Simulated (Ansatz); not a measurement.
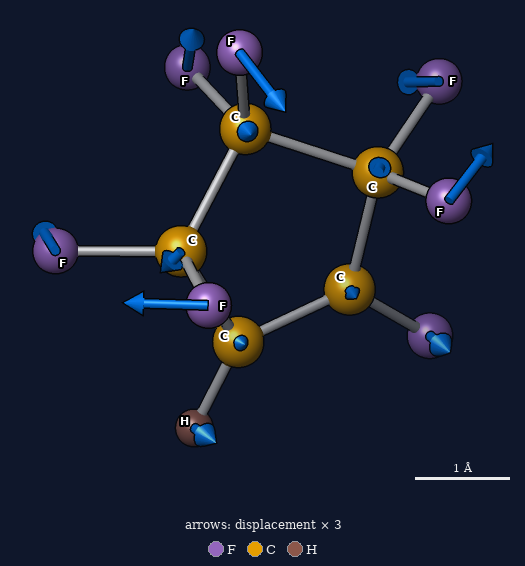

This is a relaxation of C₅HF₇ (coarse preliminary run). The starting structure is drawn; blue arrows show the displacements, magnified 3 times. The two geometries are superimposed by the best rigid fit.

A ball-and-stick model, seen at a tilt.

The start comes from a force field.

Level of theory: Ansatz 0.2.0, RKS PBE-D4/def2-SVP.

Input file:
```yaml
crystal:
  periodic: [false, false, false]
  atoms:
    - {symbol: F, position_ang: [-1.419100, -1.980100, -1.126600]}
    - {symbol: C, position_ang: [-0.807400, -0.948100, -0.521200]}
    - {symbol: C, position_ang: [-1.352100, 0.275000, -0.341000]}
    - {symbol: C, position_ang: [-0.232400, 1.107400, 0.395400]}
    - {symbol: F, position_ang: [-0.314700, 2.390100, 0.015100]}
    - {symbol: F, position_ang: [-0.556100, 1.071100, 1.729800]}
    - {symbol: C, position_ang: [1.034200, 0.400500, 0.051600]}
    - {symbol: F, position_ang: [1.450800, 0.787300, -1.211300]}
    - {symbol: F, position_ang: [2.031700, 0.696100, 0.925100]}
    - {symbol: C, position_ang: [0.579800, -1.061900, 0.069100]}
    - {symbol: F, position_ang: [0.521800, -1.573300, 1.323800]}
    - {symbol: F, position_ang: [1.430800, -1.838800, -0.658100]}
    - {symbol: H, position_ang: [-2.346800, 0.639800, -0.637100]}
basis:
  gaussian: {orbitals: def2-SVP}
hamiltonian: {xc: pbe, dispersion: d4}
relax: {f_tol: 0.03, max_steps: 200}
```

Launched with:
```bash
ansatz run in.yaml --threads 4 --pin off --events-out ev --progress --plain --max-ram 66560MiB --backend cuda --devices 0, --max-vram 37GiB
```

> What did the optimiser do to the structure, and how much energy did it gain?

The energy falls by 39.1 kJ/mol in 7 geometry steps. The largest force component goes from 4.4 to 0.02 eV/Å. The atom that moves furthest after the best rigid fit is F9 (0.34 Å). By element the largest moves are F 0.34 Å, H 0.15 Å, C 0.13 Å. Near-neighbour distances that change, for instance: C4–C7 1.491 → 1.570 Å, C3–C4 1.578 → 1.500 Å, C7–C10 1.531 → 1.566 Å, C7–F8 1.385 → 1.354 Å. Bond angles that change, for instance: C3–C4–F6 105.8° → 111.9°, C2–C3–C4 104.7° → 110.2°, F5–C4–C7 116.1° → 111.1°.
